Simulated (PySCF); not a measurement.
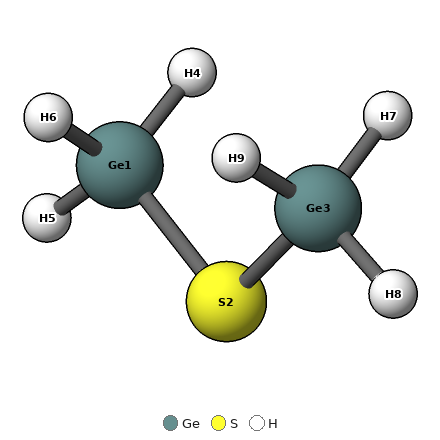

Ge₂H₆S, SMILES [GeH3][S][GeH3], singlet. Vertical core-electron binding energies by ΔSCF (SCAN, def2-TZVP on the ionised atom, pcseg-1 elsewhere, spin-free X2C; PySCF 2.14.0, at a PBE0-D3(BJ)/def2-SVP geometry (no frequency check)), gas phase, against the vacuum level. One atom of each kind was ionised; within a panel, areas follow the number of like atoms and 2j + 1 (2p levels are split by first-order spin-orbit coupling, an approximation), each panel is scaled alone, Gaussians of 1.0 eV full width. Only the regions named are shown.

> Predict the S 2p and S 1s photoelectron lines.

| level | atoms | binding energy (eV) |
| --- | --- | --- |
| S 2p1/2 | S2 | 170.3 |
| S 2p3/2 | S2 | 169.1 |
| S 1s | S2 | 2480.5 |

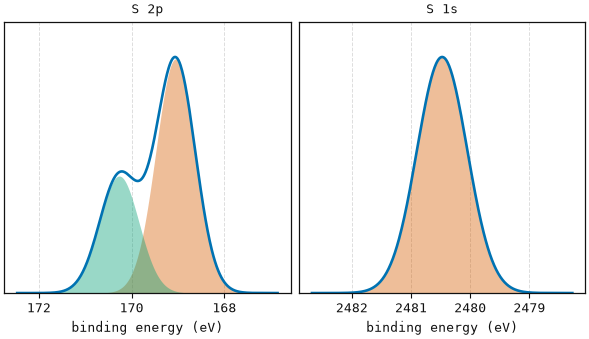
